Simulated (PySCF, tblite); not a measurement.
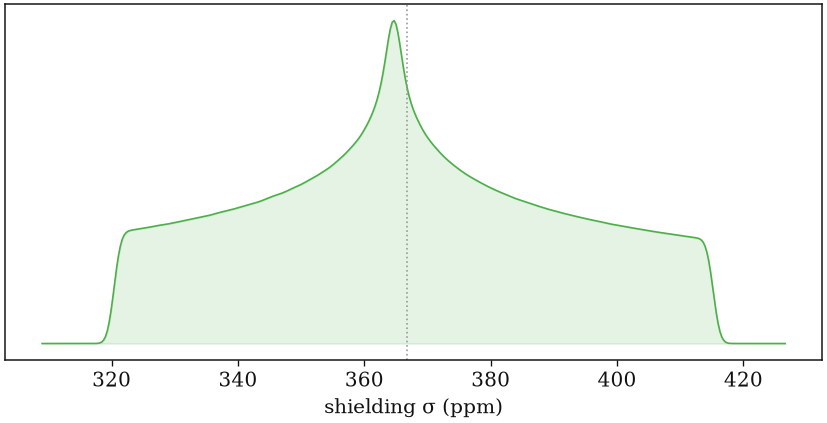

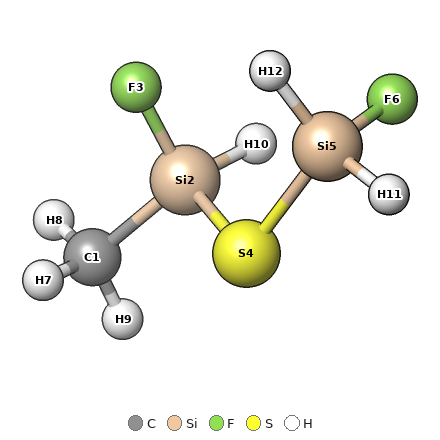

Static powder pattern (¹⁹F) from GIAO shielding tensors of CH₆F₂SSi₂, SMILES C[Si@@H](F)S[SiH2]F, PBE0/pcSseg-1 in PySCF, at a GFN2-xTB geometry (a minimum by its frequencies); absolute shielding, one fixed geometry of the isolated molecule without any motion, no dipolar terms. The dotted line is the isotropic value; skew is 3(σiso − σ22)/span.

The pattern belongs to F6. Give the principal values, span and skew.

Answer. F6: σ11, σ22, σ33 = 320, 365, 415 ppm, isotropic 367, span 95 ppm, skew 0.07.

Known limits of this run: the tight-binding geometry is rougher than a DFT one and adds to the error; one conformer of a flexible molecule.
